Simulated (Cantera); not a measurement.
Feed: 1 mol S, 0.28 mol H₂, 1.6 mol N₂, equilibrated at 525 Torr.

Cantera equilibrium calculation (NASA polynomials, part measured and part estimated; ideal gas, pure solids and liquids). Candidate condensed phases: S; 15 gas species. Gases not in the tables: S₃ to S₇. The numbers say what is thermodynamically allowed, not how fast it happens.

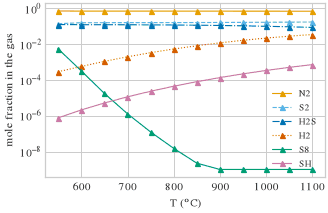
Fig. 1. Equilibrium gas composition (values under 1e-9 drawn at 1e-9)

Read off the mole fractions at 1000 °C.

N₂ about 0.71, S₂ about 0.17, H₂S about 0.10, H₂ about 0.022, SH about 0.00034.
